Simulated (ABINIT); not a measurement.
# Beyond one shot: NaF (Villiaumite), part 3 of 3

How far does self-consistency move the gap of NaF (Villiaumite)?

ABINIT 10.8.3; PBEsol and many-body steps on it, plane waves. Known limits of the many-body steps: not at the basis limit; coarse k mesh.

So far. Step 10 (evGW, cycle 1): Against G0W0 in ABINIT (4×4×4 mesh, 38 bands, screening to 130.6 eV, Godby-Needs plasmon pole), the gap moves by +1.680 eV. Step 13 (evGW, cycle 2): Against the cycle before, the gap moves by +0.143 eV.

## 16. evGW, cycle 3

This step: evGW on PBEsol, plane waves, norm-conserving pseudopotentials.

File run.abi:

```
acell 3*1.0 Angstrom
rprim 
  -0.000000000000 2.320000000000 2.320000000000
  2.320000000000 -0.000000000000 2.320000000000
  2.320000000000 2.320000000000 -0.000000000000
ntypat 2
znucl 11 9
natom 2
typat 1 2
xred 
  0.000000000000 0.000000000000 0.000000000000
  0.500000000000 0.500000000000 0.500000000000
pp_dirpath "pseudos"
pseudos "Na.upf, F.upf"
ecut 38
ngkpt 4 4 4
nshiftk 1
shiftk 0 0 0
kptopt 1
chksymbreak 0
istwfk *1
occopt 1
irdwfk 1
optdriver 4
nband 38
gwcalctyp 10
ecutsigx 38
symsigma 1
nkptgw 8
kptgw 
  0.0000000000 0.0000000000 0.0000000000
  0.2500000000 0.0000000000 0.0000000000
  0.5000000000 0.0000000000 0.0000000000
  0.2500000000 0.2500000000 0.0000000000
  0.5000000000 0.2500000000 0.0000000000
  -0.2500000000 0.2500000000 0.0000000000
  0.5000000000 0.5000000000 0.0000000000
  -0.2500000000 0.5000000000 0.2500000000
bdgw 
  1 15
  1 15
  1 15
  1 15
  1 15
  1 15
  1 15
  1 15
ecuteps 4.8
irdscr 1
ppmodel 1
irdqps 1
indata_prefix "in"
outdata_prefix "out"
tmpdata_prefix "tmp"
```

The run is started by

```bash
OMP_NUM_THREADS=1 mpirun -n 4 abinit run.abi > log
```

Numbers of over 12 decimals in the logs are rounded to 6 here.

Output:

```text
.Version 10.8.3 of ABINIT. v10.8.2 released Aug 2026.

 Symmetries : space group Fm -3 m (#225); Bravais cF (face-center cubic)
[... echo of the input left out ...]
== DATASET  1 ==================================================================
-   mpi_nproc: 4, omp_nthreads: 1 (-1 if OMP is not activated)

--- !DatasetInfo
iteration_state: {dtset: 1, }
dimensions: {natom: 2, nkpt: 8, mband: 38, nsppol: 1, nspinor: 1, nspden: 1, mpw: 1917, }
cutoff_energies: {ecut:  38.0, pawecutdg:  -1.0, }
[...]
.  kptgw no:  3; Maximum DeltaE = (  -6.705   0.096) for band index:  1
[...]
.  kptgw no:  7; Maximum DeltaE = (   1.370  -0.053) for band index:  1
.  kptgw no:  8; Maximum DeltaE = (   0.429  -1.897) for band index:  1

== END DATASET(S) ==============================================================
================================================================================

 -outvars: echo values of variables after computation  --------
           etotal      0.0000000000E+00
            nband          38
             nkpt           8
          spgroup         225
 [... the other variables as echoed above ...]

 Calculation completed.
```

It took 12 s on 4 MPI ranks of Arm Neoverse V2, shared host; peak memory 0.78 GiB.

Numbers from this step:

```yaml
quasiparticle_gap_on_the_mesh: 12.31 eV
gap_of_the_density_functional_on_the_mesh: 6.181 eV
k_of_the_valence_top: 0, 0, 0
k_of_the_conduction_bottom: 0, 0, 0
least_direct_quasiparticle_gap_on_the_computed_points: 12.31 eV
```

Against the cycle before, the gap moves by +0.018 eV.

## 17. Screening, 4×4×4 mesh, 38 bands, screening to 130.6 eV

This step: RPA screening on PBEsol, plane waves, norm-conserving pseudopotentials.

File run.abi:

```
acell 3*1.0 Angstrom
rprim 
  -0.000000000000 2.320000000000 2.320000000000
  2.320000000000 -0.000000000000 2.320000000000
  2.320000000000 2.320000000000 -0.000000000000
ntypat 2
znucl 11 9
natom 2
typat 1 2
xred 
  0.000000000000 0.000000000000 0.000000000000
  0.500000000000 0.500000000000 0.500000000000
pp_dirpath "pseudos"
pseudos "Na.upf, F.upf"
ecut 38
ngkpt 4 4 4
nshiftk 1
shiftk 0 0 0
kptopt 1
chksymbreak 0
istwfk *1
occopt 1
irdwfk 1
optdriver 3
nband 38
ecuteps 4.8
inclvkb 2
awtr 1
symchi 1
gwcalctyp 10
mbpt_sciss 6.617 eV
nqptdm 1
qptdm 
  0 0 0
indata_prefix "in"
outdata_prefix "out"
tmpdata_prefix "tmp"
```

Output:

```text
.Version 10.8.3 of ABINIT. v10.8.2 released Aug 2026.

 Symmetries : space group Fm -3 m (#225); Bravais cF (face-center cubic)
[... echo of the input left out ...]
== DATASET  1 ==================================================================
-   mpi_nproc: 4, omp_nthreads: 1 (-1 if OMP is not activated)

--- !DatasetInfo
iteration_state: {dtset: 1, }
dimensions: {natom: 2, nkpt: 8, mband: 38, nsppol: 1, nspinor: 1, nspden: 1, mpw: 1917, }
cutoff_energies: {ecut:  38.0, pawecutdg:  -1.0, }
[...]
[... chi0 elements left out ...]
 For q-point:  0.000010 0.000020 0.000030
  dielectric constant =   1.5741
  dielectric constant without local fields =   1.6240

  Average fulfillment of the sum rule on Im[epsilon] for q-point    1 :     40.38  [%]
[... wings left out ...]
== END DATASET(S) ==============================================================
================================================================================

 -outvars: echo values of variables after computation  --------
           etotal      0.0000000000E+00
            nband          38
             nkpt           8
          spgroup         225
 [... the other variables as echoed above ...]

 Calculation completed.
```

Elapsed: 2.1 s, on 4 MPI ranks; peak memory 0.1 GiB; 8.1 s of CPU time.

This step gave:

```yaml
eps_infinity_with_local_fields_on_this_mesh_along_the_program_s_q_direction: 1.574
the_same_without_local_fields: 1.624
plasma_frequency: 29.72 eV
plane_waves_in_the_screening_matrix: 65
```

This screening uses the functional's bands under a rigid shift, the mean opening of the cycle before.

## 18. Screening, 4×4×4 mesh, 38 bands, screening to 130.6 eV

This step: RPA screening on PBEsol from quasiparticle energies, plane waves, norm-conserving pseudopotentials.

run.abi: that of step 17 with these lines changed.

```diff
@@ -29,7 +29,13 @@
 symchi 1
+irdqps 1
 gwcalctyp 10
-mbpt_sciss 6.617 eV
-nqptdm 1
+nqptdm 7
 qptdm 
-  0 0 0
+  0.2500000000 0.0000000000 0.0000000000
+  0.5000000000 0.0000000000 0.0000000000
+  0.2500000000 0.2500000000 0.0000000000
+  0.5000000000 0.2500000000 0.0000000000
+  -0.2500000000 0.2500000000 0.0000000000
+  0.5000000000 0.5000000000 0.0000000000
+  -0.2500000000 0.5000000000 0.2500000000
 indata_prefix "in"
```

File mrgscr.stdin:

```
2
merged
q0_SCR
out_SCR
1
```

The run is started by

```bash
OMP_NUM_THREADS=1 mpirun -n 4 abinit run.abi > log; mrgscr < mrgscr.stdin
```

Output:

```text
.Version 10.8.3 of ABINIT. v10.8.2 released Aug 2026.

 Symmetries : space group Fm -3 m (#225); Bravais cF (face-center cubic)
[... echo of the input left out ...]
== DATASET  1 ==================================================================
-   mpi_nproc: 4, omp_nthreads: 1 (-1 if OMP is not activated)

--- !DatasetInfo
iteration_state: {dtset: 1, }
dimensions: {natom: 2, nkpt: 8, mband: 38, nsppol: 1, nspinor: 1, nspden: 1, mpw: 1917, }
cutoff_energies: {ecut:  38.0, pawecutdg:  -1.0, }
[...]
q-point number  1        q = ( 0.250000, 0.000000, 0.000000) [r.l.u.]
--------------------------------------------------------------------------------
[... chi0 elements left out ...]
  Average fulfillment of the sum rule on Im[epsilon] for q-point    2 :     61.93  [%]

--------------------------------------------------------------------------------
  q-point number  2        q = ( 0.500000, 0.000000, 0.000000) [r.l.u.]
--------------------------------------------------------------------------------
[... chi0 elements left out ...]
  Average fulfillment of the sum rule on Im[epsilon] for q-point    3 :     53.61  [%]

 [... 5 further q-points ...]
```

Wall time 4 s (4 MPI ranks); peak memory 0.38 GiB.

This step gave:

```
plasma frequency                    : 29.72 eV
plane waves in the screening matrix : 65
```

This screening reads the quasiparticle levels of the cycle before.

## 19. evGW, cycle 4

This step: evGW on PBEsol, plane waves, norm-conserving pseudopotentials.

run.abi: that of step 18 with these lines changed.

```diff
@@ -23,12 +23,10 @@
 irdwfk 1
-optdriver 3
+optdriver 4
 nband 38
-ecuteps 4.8
-inclvkb 2
-awtr 1
-symchi 1
-irdqps 1
 gwcalctyp 10
-nqptdm 7
-qptdm 
+ecutsigx 38
+symsigma 1
+nkptgw 8
+kptgw 
+  0.0000000000 0.0000000000 0.0000000000
   0.2500000000 0.0000000000 0.0000000000
@@ -40,2 +38,15 @@
   -0.2500000000 0.5000000000 0.2500000000
+bdgw 
+  1 15
+  1 15
+  1 15
+  1 15
+  1 15
+  1 15
+  1 15
+  1 15
+ecuteps 4.8
+irdscr 1
+ppmodel 1
+irdqps 1
 indata_prefix "in"
```

The run is started by

```bash
OMP_NUM_THREADS=1 mpirun -n 4 abinit run.abi > log
```

Output:

```text
.Version 10.8.3 of ABINIT. v10.8.2 released Aug 2026.

 Symmetries : space group Fm -3 m (#225); Bravais cF (face-center cubic)
[... echo of the input left out ...]
== DATASET  1 ==================================================================
-   mpi_nproc: 4, omp_nthreads: 1 (-1 if OMP is not activated)

--- !DatasetInfo
iteration_state: {dtset: 1, }
dimensions: {natom: 2, nkpt: 8, mband: 38, nsppol: 1, nspinor: 1, nspden: 1, mpw: 1917, }
cutoff_energies: {ecut:  38.0, pawecutdg:  -1.0, }
[...]
.  kptgw no:  6; Maximum DeltaE = (  -0.331  -2.958) for band index:  1
.  kptgw no:  7; Maximum DeltaE = (  -2.375  -0.829) for band index:  1
.  kptgw no:  8; Maximum DeltaE = (  -0.342  -1.409) for band index:  1

== END DATASET(S) ==============================================================
================================================================================

 -outvars: echo values of variables after computation  --------
           etotal      0.0000000000E+00
            nband          38
             nkpt           8
          spgroup         225
 [... the other variables as echoed above ...]

 Calculation completed.
```

Run time: 13 s. Hardware: 4 MPI ranks; peak memory 0.78 GiB; 50 s of CPU time.

This step gave:

```yaml
quasiparticle_gap_on_the_mesh: 12.31 eV
gap_of_the_density_functional_on_the_mesh: 6.181 eV
k_of_the_valence_top: 0, 0, 0
k_of_the_conduction_bottom: 0, 0, 0
least_direct_quasiparticle_gap_on_the_computed_points: 12.31 eV
```

Against the cycle before, the gap moves by +0.002 eV.

## 20. Side by side

Times are wall times on 4 MPI ranks of Arm Neoverse V2, shared host, good to a factor of about two. A run's time includes the screening step that it read.

| run | mesh | bands | screening cutoff (eV) | DFT gap (eV) | gap on the mesh (eV) | direct (eV) | ε∞ used | time |
| --- | --- | --- | --- | --- | --- | --- | --- | --- |
| G0W0 | 4×4×4 | 38 | 130.6 | 6.181 | 10.466 | 10.466 | 1.81 | 6.4 s |
| evGW0, cycle 1 | 4×4×4 | 38 | 130.6 | 6.181 | 11.200 | 11.200 | 1.81 | 17 s |
| evGW0, cycle 2 | 4×4×4 | 38 | 130.6 | 6.181 | 11.127 | 11.127 | 1.81 | 17 s |
| evGW0, cycle 3 | 4×4×4 | 38 | 130.6 | 6.181 | 11.123 | 11.123 | 1.81 | 17 s |
| evGW, cycle 1 | 4×4×4 | 38 | 130.6 | 6.181 | 12.146 | 12.146 | 1.61 | 19 s |
| evGW, cycle 2 | 4×4×4 | 38 | 130.6 | 6.181 | 12.289 | 12.289 | 1.58 | 19 s |
| evGW, cycle 3 | 4×4×4 | 38 | 130.6 | 6.181 | 12.307 | 12.307 | 1.57 | 18 s |
| evGW, cycle 4 | 4×4×4 | 38 | 130.6 | 6.181 | 12.309 | 12.309 | 1.57 | 19 s |

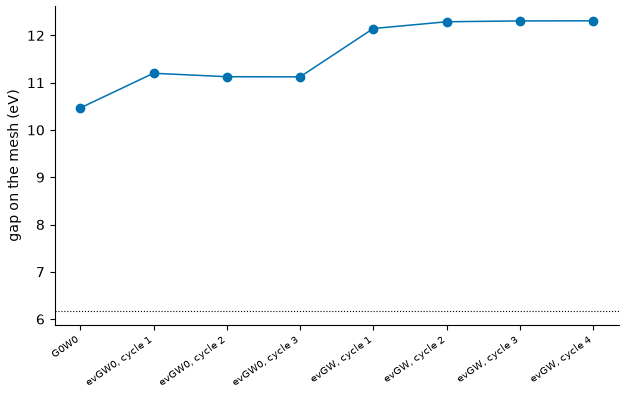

The gap through the cycles; the dotted line is the starting gap.

## 21. Results

| Item | Value |
| --- | --- |
| G0W0 | 10.466 eV |
| evGW0, cycle 1 | 11.200 eV |
| evGW0, cycle 2 | 11.127 eV |
| evGW0, cycle 3 | 11.123 eV |
| evGW, cycle 1 | 12.146 eV |
| evGW, cycle 2 | 12.289 eV |
| evGW, cycle 3 | 12.307 eV |
| evGW, cycle 4 | 12.309 eV |
| known limits | not at the basis limit; coarse k mesh |

In words: Only the bands that the input lists are updated; the others, empty or deep, keep the functional's energies or take a rigid shift. The evGW loop starts from the last levels of evGW0, so its cycles and time come on top of those. evGW0 ends at 11.12 eV, +0.66 eV from G0W0, after 3 cycles that took 38 s beside the first screening; the last moved the gap by 0.004 eV. evGW ends at 12.31 eV, +1.84 eV from G0W0, after 4 cycles that took 75 s beside the first screening; the last moved the gap by 0.002 eV. The first cycle of evGW0 takes the full correction, without the factor Z, so it overshoots the one-shot value. Bands and cutoff are finite, so the gap is not at the basis limit. The miss can reach some tenths of an eV and take either sign; the mesh is an error of its own. The 4×4×4 mesh is coarse for this cell, which bears on the long-range parts of exchange and screening. In the updated screening the q = 0 part is built from Kohn-Sham bands under a rigid shift, the other q from the quasiparticle levels.

[Paths, hosts, dates, memory and timing lines, banners, echoed tables and standing remarks are left out of the program output.]

[Logs are printed without paths, hosts, clocks, repeated set-up lines and the standing remarks that a program may print on its own settings, such as how far it seeks lower states.]

[Runs of the session that timed out or met a known fault of the program may be left out.]

[Hosts, paths, dates, database ids (printed as entryN), source tags and the programs' standing remarks are cut or masked in the printed files.]

[G0W0 gaps are taken among the corrected bands and points alone; a level outside them can change the order at an edge.]

[Where Ansatz stands beside ABINIT at settings called matched, ABINIT's density can come from a denser mesh and the files from another edition; pairs whose starting gaps differed by over 0.03 eV were left out, so agreement reads better than it is.]
